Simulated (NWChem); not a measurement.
**One shape, several levels: doublet [InNH2F2]+**

We compute a comparison of 4 runs (UHF/STO-3G, UHF/3-21G, UM06-2X/def2-SVPD, UPBE0/def2-SVPD) of doublet [InNH2F2]+. 

The calculation is run with NWChem 7.3.0.

45 further runs of the same task are left out: 1 that didn't finish, 44 set aside as unsound or not needed.

### Step 1. The system as given

[InNH2F2]+: 6 atoms, total charge +1, spin state doublet. As SMILES of the parent species, `[NH2][In]([F])[F]`. Geometry: relaxed at PBE0-D4/def2-TZVP. That shape belongs to the parent species and isn't relaxed for this state.

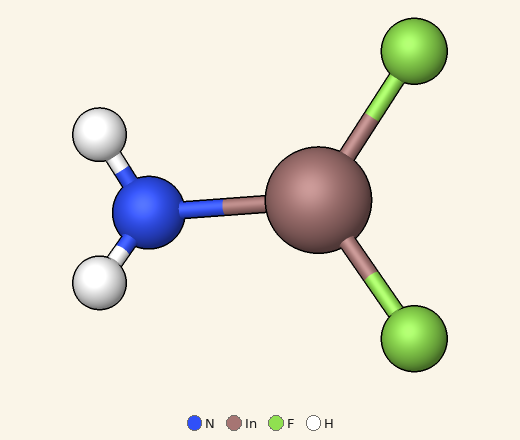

Viewed from a chosen angle; nitrogen blue, indium brown, fluorine green, hydrogen white.

### Step 2. A single-point energy at UHF/STO-3G (run 1)

Input file f2h2inn.nw:

```
start f2h2inn
memory 2200 mb
charge 1
geometry units angstroms noautosym nocenter noautoz
  N     -0.259900     1.155100    -0.280600
  In     0.271400    -0.745700     0.029100
  F      1.862900    -1.284900     0.989000
  F     -0.617400    -2.265700    -0.773500
  H      0.031700     1.791300     0.449400
  H     -1.246600     1.285900    -0.459500
end
basis spherical bse
  * library STO-3G
end
scf
  doublet
  uhf
  thresh 1e-08
  maxiter 80
end
task scf
```

Launch:

```
$ nwchem f2h2inn.nw > f2h2inn.out
```

The program printed:

```text
[...]
  functions       =    44
[...]
  wavefunction    = UHF
[...]
         Total SCF energy =  -5933.669095834211
      One electron energy =  -8997.308596880270
      Two electron energy =   2666.420208468243
 Nuclear repulsion energy =    397.219292577816
                       Sz =      0.5000
                 Sz(Sz+1) =      0.7500
                      S^2 =      0.7595
[...]
```

Wall time 6.3 s (1 thread of AMD EPYC 9R45 (Zen 5), shared host); peak memory 0.099 GiB.

### Step 3. A single-point energy at UHF/3-21G (run 2)

Input file geom.xyz:

```xyz
6
F2H2InN energy
N     -0.259900     1.155100    -0.280600
In     0.271400    -0.745700     0.029100
F      1.862900    -1.284900     0.989000
F     -0.617400    -2.265700    -0.773500
H      0.031700     1.791300     0.449400
H     -1.246600     1.285900    -0.459500
```

Input file run.py:

```python
from ase.io import read
from ase.calculators.nwchem import NWChem

system = read('geom.xyz')

calc = NWChem(
    label='geom',
    theory='scf',
    memory='2200 mb',
    basis='3-21G',
    basispar='spherical bse',
    charge=1,
    scf={'nopen': '1', 'uhf': None, 'thresh': '1e-08', 'maxiter': '80'},
    task='energy',
)
system.calc = calc

print(f"energy = {system.get_potential_energy():.6f} eV")
```

Launch:

```
$ export ASE_NWCHEM_COMMAND="nwchem PREFIX.nwi > PREFIX.nwo"
$ python run.py
```

The program printed:

```text
energy = -162386.786585 eV
```

The calculator wrote geom.nwi:

```
title "geom"

permanent_dir geom

scratch_dir geom

start geom

geometry units angstrom nocenter noautosym noautoz
  N  -2.5990000000000002e-01 1.1551000000000000e+00 -2.8060000000000002e-01
  In 2.7139999999999997e-01 -7.4570000000000003e-01 2.9100000000000001e-02
  F  1.8629000000000000e+00 -1.2848999999999999e+00 9.8899999999999999e-01
  F  -6.1739999999999995e-01 -2.2656999999999998e+00 -7.7349999999999997e-01
  H  3.1699999999999999e-02 1.7912999999999999e+00 4.4940000000000002e-01
  H  -1.2465999999999999e+00 1.2859000000000000e+00 -4.5950000000000002e-01
end

charge 1

memory 2200 mb

basis spherical bse noprint
   * library 3-21G
end

scf
  nopen 1
  uhf
  thresh 1e-08
  maxiter 80
end

task scf energy
```

geom.nwo:

```text
Northwest Computational Chemistry Package (NWChem) 7.3.0
             --------------------------------------------------------

           Job information
           ---------------

    nwchem branch   = 7.3.0
    use scalapack   = T
    input           = geom.nwi
    prefix          = geom.
    data base       = geom/geom.db
    status          = startup
    nproc           =        1

           Memory information
           ------------------

    heap     =     72089600 doubles =      550.0 Mbytes
    stack    =     72089597 doubles =      550.0 Mbytes
    global   =    144179200 doubles =     1100.0 Mbytes (distinct from heap & stack)
    total    =    288358397 doubles =     2200.0 Mbytes
    verify   = yes
    hardfail = no

[... 39 lines left out ...]
            Nuclear Dipole moment (a.u.)
[... 84 lines left out ...]
 1-e energy   =   -8920.101623
[... 7 lines left out ...]
         Quadratically convergent UHF
[... 15 lines left out ...]
       Final UHF  results
[... 3 lines left out ...]
      One electron energy =  -9020.824107721895
[... 1 line left out ...]
 Nuclear repulsion energy =    397.219292577816
[... 60 lines left out ...]
          Final beta eigenvalues
[... 259 lines left out ...]
                     UHF Final Beta Molecular Orbital Analysis
[... 257 lines left out ...]
    Atom       Charge   Shell Charges
 -----------   ------   -------------------------------------------------------
    1 N    7     1.15   0.00  0.03  0.50  0.07  0.55
    2 In  49    -0.02  -0.00 -0.00 -0.00 -0.00  0.00 -0.00  0.00 -0.01 -0.02  0.00  0.01  0.00  0.00
    3 F    9     0.00   0.00  0.00  0.00 -0.00  0.00
    4 F    9     0.00   0.00  0.00  0.00 -0.00  0.00
    5 H    1    -0.07  -0.03 -0.03
    6 H    1    -0.07  -0.03 -0.03

       Multipole analysis of the density wrt the origin
       ------------------------------------------------

     L   x y z        total         alpha         beta         nuclear
     -   - - -        -----         -----         ----         -------
     0   0 0 0      1.000000    -38.000000    -37.000000     76.000000

     1   1 0 0     -1.080396    -20.655413    -21.004770     40.579787
[... 8 lines of this table left out ...]
     2   0 0 2    -26.230736    -40.998722    -39.489187     54.257173

 Task  times  cpu:        4.8s     wall:        4.8s
 Total times  cpu:        4.8s     wall:        4.8s
```

Run time: 6 s. Hardware: 1 thread of AMD EPYC 9R45 (Zen 5), shared host; peak memory 0.099 GiB.

### Step 4. A single-point energy at UM06-2X/def2-SVPD (core potential) (run 3)

Input file a.nw:

```
start a
memory total 2200 mb
charge 1

geometry units angstroms noautosym nocenter noautoz
N    -0.259900    1.155100   -0.280600
In    0.271400   -0.745700    0.029100
F     1.862900   -1.284900    0.989000
F    -0.617400   -2.265700   -0.773500
H     0.031700    1.791300    0.449400
H    -1.246600    1.285900   -0.459500
end

basis "ao basis" spherical bse
* library def2-SVPD
end

ecp bse
In library def2-SVPD
end

dft
xc m06-2x
mult 2
grid fine
convergence energy 1e-08
iterations 100
mulliken
end

task dft
```

Launch:

```
$ nwchem a.nw > a.out
```

The program printed:

```text
[...]
          Wavefunction type:  spin polarized.
          No. of atoms     :     6
          No. of electrons :    47
[...]
          Charge           :     1
          Spin multiplicity:     2
[...]
          AO basis - number of functions:   114
[...]
              XC Information
              --------------
                       M06-2X Method XC Functional
                     Hartree-Fock (Exact) Exchange  0.540
                        M06-2X Exchange Functional  1.000
                      M06-2X Correlation Potential  1.000
[...]
 d= 0,ls=0.0,diis     1   -444.7756003039 -6.41D+02  1.13D-02  7.22D-01     2.9
[...]
 d= 0,ls=0.0,diis    14   -445.0866020071 -2.75D-09  1.51D-07  1.07D-10    35.1
[...]
         Total DFT energy =     -445.086602007089
      One electron energy =    -1068.618663370240
           Coulomb energy =      472.456489682025
    Exchange-Corr. energy =      -44.931432598566
 Nuclear repulsion energy =      196.007004279692
[...]
      Total Density - Mulliken Population Analysis
     ---------------------------------------------
    Atom       Charge   Shell Charges
 -----------   ------   -------------------------------------------------------
    1 N    7     6.80   1.99  1.04  0.45 -0.22  2.33  1.22  0.01 -0.02
    2 In  21    19.19  -0.60  2.60  0.55 -0.03  0.02  2.77  3.23  0.55  0.01  9.72  0.38 -0.01
    3 F    9     9.63   1.99  1.12  0.83  0.05  3.29  2.10  0.24  0.00  0.01
    4 F    9     9.63   1.99  1.12  0.83  0.05  3.29  2.10  0.24  0.00  0.01
    5 H    1     0.87   0.69  0.11  0.04  0.03
    6 H    1     0.87   0.69  0.11  0.04  0.03
[...]
      <S2> =      0.7544 (Exact =     0.7500)
[...]
```

It took 36 s on 1 thread of AMD EPYC 9R45 (Zen 5), shared host; peak memory 0.12 GiB.

### Step 5. A single-point energy at UPBE0/def2-SVPD (core potential) (run 4)

Input file calc.nw:

```
start calc
title "F2H2InN energy"
memory stack 880 mb heap 220 mb global 1100 mb
charge 1

geometry units au noautosym nocenter noautoz
 N     -0.49113982     2.18282265    -0.53025715
 In     0.51287167    -1.40916877     0.05499103
 F      3.52037080    -2.42810910     1.86893914
 F     -1.16671691    -4.28155248    -1.46170316
 H      0.05990432     3.38506641     0.84924292
 H     -2.35573259     2.42999882    -0.86832915
end

basis spherical bse
 * library def2-SVPD
end

ecp bse
 In library def2-SVPD
end

dft
 xc pbe0
 mult 2
 grid fine
 convergence energy 1e-08
 iterations 100
 mulliken
end

task dft energy
```

Launch:

```
$ nwchem calc.nw > calc.out
```

The program printed:

```text
[...]
          Wavefunction type:  spin polarized.
          No. of atoms     :     6
          No. of electrons :    47
[...]
          Charge           :     1
          Spin multiplicity:     2
[...]
          AO basis - number of functions:   114
[...]
              XC Information
              --------------
                         PBE0 Method XC Functional
                     Hartree-Fock (Exact) Exchange  0.250
          PerdewBurkeErnzerhof Exchange Functional  0.750
            Perdew 1991 LDA Correlation Functional  1.000 local
           PerdewBurkeErnz. Correlation Functional  1.000 non-local
[...]
 d= 0,ls=0.0,diis     1   -444.6740534129 -6.41D+02  1.62D-02  7.44D-01     3.1
[...]
 d= 0,ls=0.0,diis    15   -444.9993810258 -1.43D-09  1.82D-07  5.56D-11    38.0
[...]
         Total DFT energy =     -444.999381025846
      One electron energy =    -1068.598855741699
           Coulomb energy =      472.393415391563
    Exchange-Corr. energy =      -44.800930707972
 Nuclear repulsion energy =      196.006990032261
[...]
      Total Density - Mulliken Population Analysis
     ---------------------------------------------
    Atom       Charge   Shell Charges
 -----------   ------   -------------------------------------------------------
    1 N    7     6.74   1.99  1.05  0.45 -0.27  2.32  1.21  0.01 -0.02
    2 In  21    19.39  -0.60  2.60  0.67 -0.01  0.03  2.78  3.23  0.60  0.01  9.69  0.42 -0.01
    3 F    9     9.56   1.99  1.14  0.82  0.05  3.28  2.05  0.22  0.00  0.01
    4 F    9     9.56   1.99  1.14  0.82  0.05  3.28  2.05  0.22  0.00  0.01
    5 H    1     0.87   0.70  0.10  0.04  0.03
    6 H    1     0.87   0.70  0.10  0.04  0.03
[...]
      <S2> =      0.7553 (Exact =     0.7500)
[...]
```

It took 39 s on 1 thread of AMD EPYC 9R45 (Zen 5), shared host; peak memory 0.12 GiB.

### Step 6. The series

```csv
run,level,iteration cap,module,energy (Eh),HOMO energy (eV),LUMO energy (eV),⟨S²⟩,wall time
1,UHF/STO-3G,80,scf,-5933.669096,-14.35,-3.62,0.759,6.3 s
2,UHF/3-21G,80,scf,-5967.604386,-19.00,-7.10,0.757,6 s
3,UM06-2X/def2-SVPD (core potential),100,dft,-445.086602,-17.52,-11.95,0.754,36 s
4,UPBE0/def2-SVPD (core potential),100,dft,-444.999381,-15.72,-13.13,0.755,39 s
```

### Step 7. Summary of results

| quantity | value |
| --- | --- |
| run 4: total energy | -444.99938 Eh |
| run 4: HOMO energy (highest over α and β) | -15.72 eV |
| run 4: LUMO energy (lowest over α and β) | -13.13 eV |
| run 4: ⟨S²⟩ | 0.755 |

Totals of different functionals can't be ranked against each other. Some runs of one species differ in core potentials or relativity; totals across that change don't compare. In run 1 the basis is minimal, so the values are rough. In runs 1, 2 relativity is left out where basis or elements ask for it. All runs together took 87 s, the longest 39 s.
